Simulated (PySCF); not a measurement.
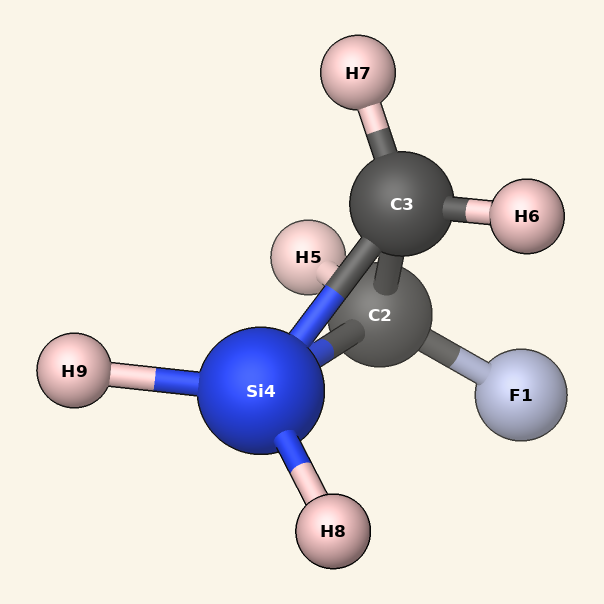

Distant atoms are faded towards the background colour. The computed structure is the end point of a PBE0-D3(BJ)/def2-SVP optimisation. No frequency run is at hand to confirm it as a minimum.

**Find the stereocentres and stereogenic double bonds.**

Centres: C2.

**What are the Cahn–Ingold–Prelog descriptors?**

C2: S (priorities Si4 > F1 > C3 > H5).
